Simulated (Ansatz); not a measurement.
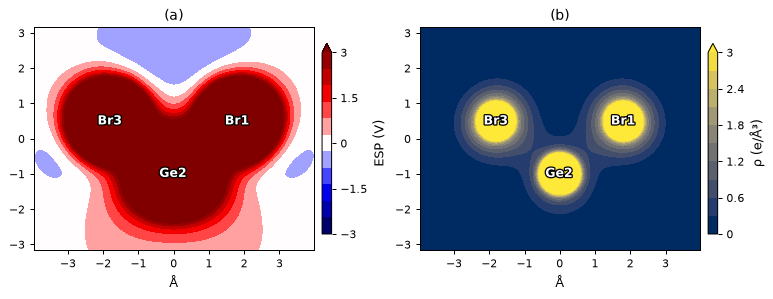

Figure 1: Br₂Ge. (a) molecular electrostatic potential; (b) electron density on the molecular plane.

Geometry: PBE0-D4/def2-TZVP.

These are results of RKS PBE0-D4/def2-TZVPP (Ansatz 0.2.0), not measurements.

Question: What does the map show?

Answer: Atoms in the plane: Br and Ge.
Ge–Br (2.34 Å): ρ is about 0.65 e/Å³ halfway.
Outside the dense part of the molecule the potential is most negative (−0.6 V) near Br1 and Br3.
